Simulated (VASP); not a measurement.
Here is the system:

```xyz
3
Lattice="4.1138 0.0000 0.0000 -2.0569 3.5626 0.0000 0.0000 0.0000 3.9939" Properties=species:S:1:pos:R:3 pbc="T T T"
Ga     0.0000     2.3751     1.9970
Ga     2.0569     1.1875     1.9970
Y      0.0000     0.0000     3.9939
```

Level of theory: LDA (Ceperley-Alder, Perdew-Zunger), VASP's LDA PAW potentials (set 64) (plane waves; VASP). Numerical set-up: 400 eV cut-off, 10×10×9 Γ-centred mesh, tetrahedra with Blöchl corrections, potentials Ga_d Y_sv.

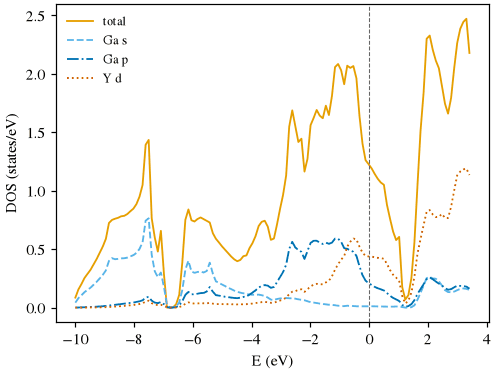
Total and projected density of states, zero at the Fermi level

Within 2 eV below the Fermi level the largest weight inside VASP's projection spheres is Ga p, then Y d.

It has no gap at this level: it comes out as a metal or semimetal.

The structure comes from a measured YGa2 entry (P6/mmm) of the Crystallography Open Database, whose conditions weren't checked. It was relaxed first, which changed the volume by -8 %. The electron count is odd and the run is not spin-polarised, which forces a metal.
